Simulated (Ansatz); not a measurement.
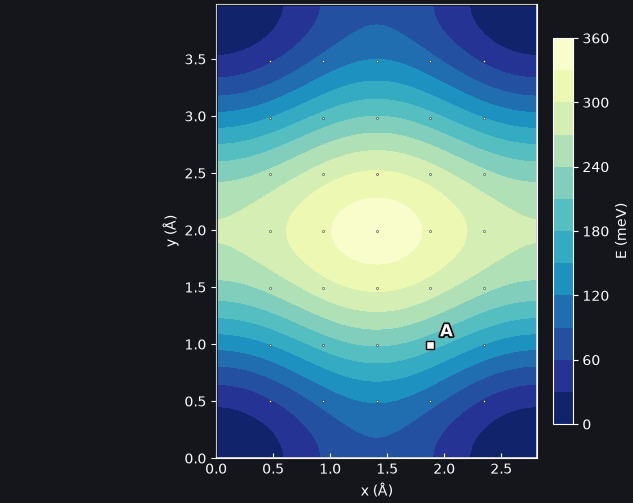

Cu on an Al(110) slab cut from the Fm-3m phase, its upper half relaxed before the scan (16 atoms of substrate and one adsorbate in a 2 × 2 cell). Cu is moved over the surface cell at a fixed height above a rigid substrate; the origin of the map has the adsorbate above Al13; the height is held at 3.00 Å. Places are given modulo a cell vector. The map is drawn in real space over the plane of the surface. The scan uses a 6 × 8 grid; 20 points were computed and 28 follow by symmetry. Places are given in fractions of the 1 × 1 surface cell. Energies are in meV, from the lowest grid point. The runs have no spin polarisation, so an open-shell adsorbate far from the surface lies too high. At a fixed height the lowest place need not be the adsorption site. Level of theory: DFT PBE+D3(BJ), scalar-relativistic, plane waves, PAW (Ansatz). Settings: cutoff 420 eV, k-mesh 5×4×1, gaussian smearing 0.1 eV, no spin polarisation.

In the figure: filled contours, dots at the grid points, the outline of one cell of the plane, the point A. Between grid points the surface is interpolated.

**Is A at rest? If not, where is it pushed?**

A, at (4/6, 2/8) of the cell vectors, is not a stationary point. The computed force is 0.22 eV/Å in the plane, pointing down in the picture (components 0.08 and −0.21 eV/Å).
